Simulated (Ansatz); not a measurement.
## Electronic structure of C$_{6}$H$_{7}$In in real space

Input

```
crystal:
  periodic: [false, false, false]
  atoms:
    - {symbol: In, position_ang: [-0.245877, -1.848049, 2.155147]}
    - {symbol: C, position_ang: [-0.061616, -0.461834, 0.538452]}
    - {symbol: C, position_ang: [-0.208208, -0.877263, -0.787747]}
    - {symbol: C, position_ang: [-0.089148, 0.020252, -1.839365]}
    - {symbol: C, position_ang: [0.180090, 1.356498, -1.581681]}
    - {symbol: C, position_ang: [0.329527, 1.791176, -0.272811]}
    - {symbol: C, position_ang: [0.209319, 0.888648, 0.774380]}
    - {symbol: H, position_ang: [-0.578665, -3.502682, 1.794584]}
    - {symbol: H, position_ang: [-0.053204, -1.269392, 3.769664]}
    - {symbol: H, position_ang: [-0.419222, -1.919109, -1.010966]}
    - {symbol: H, position_ang: [-0.206450, -0.322652, -2.861638]}
    - {symbol: H, position_ang: [0.273583, 2.059790, -2.401702]}
    - {symbol: H, position_ang: [0.540050, 2.835286, -0.068127]}
    - {symbol: H, position_ang: [0.329820, 1.249321, 1.791820]}
basis:
  gaussian: {orbitals: def2-TZVPP}
hamiltonian: {xc: pbe0, dispersion: d4}
output: {orbitals: {seedname: orbitals}}
```

Command:

```sh
ansatz run in.yaml --threads 4 --pin off --events-out ev --progress --plain --max-ram 11315MiB
```

Geometry: PBE0-D4/def2-TZVP; core potentials replace the inner electrons of In.

These are results of RKS PBE0-D4/def2-TZVPP in Ansatz, not measurements.

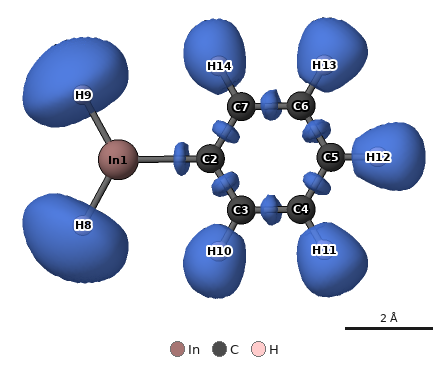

Figure 1. Isosurface of the ELF at 0.85 (blue), seen across its widest extent. Only the valence region is drawn (cores and ρ < 0.01 e/Å³ removed).

Question: Describe the localisation domains.

Answer: The surface consists of six regions between bonded C–C atoms (shared pairs), seven regions around hydrogen nuclei and one lobe of the valence shell of C pointing towards In (polar bonds). Profiles from the grid: C–C (1.39 Å): the ELF peaks at about 0.95 between the atoms; a covalent bond. C–In (2.14 Å): the ELF peaks at about 0.90 in the valence shell of C, 0.7 Å from its nucleus, and drops to about 0.20 between the two atoms.

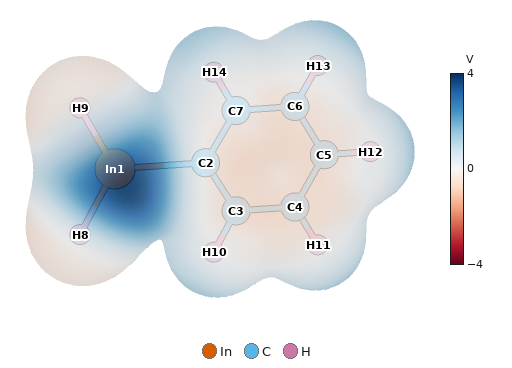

Figure 2. The electrostatic potential painted on the density surface at 0.004 e/bohr³, seen at a tilt; the colour scale runs from red (negative) to blue (positive).

Question: Which sites attract a positive test charge, and which a negative one?

Answer: A positive charge is drawn to the negative regions and a negative charge to the positive ones. The most negative region (about −0.6 V) lies over the π face of the C atoms, the most positive (about +3.9 V) over In1.

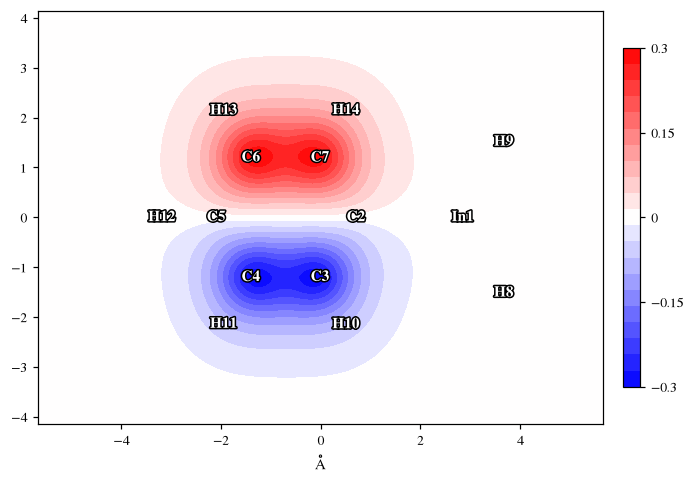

Figure 3. The HOMO on a plane 0.8 Å above the molecular plane (values in Å⁻³ᐟ²; the overall sign is arbitrary).

Question: Where does this orbital lie, and at what energy?

Answer: Its weight (Hirshfeld) is mainly on C4 (about 20 %), C6 (about 20 %), C3 (about 20 %) and C7 (about 20 %); it changes sign across the molecular plane (π type); π-bonding across C3–C4 and C6–C7. Its energy is −7.34 eV.
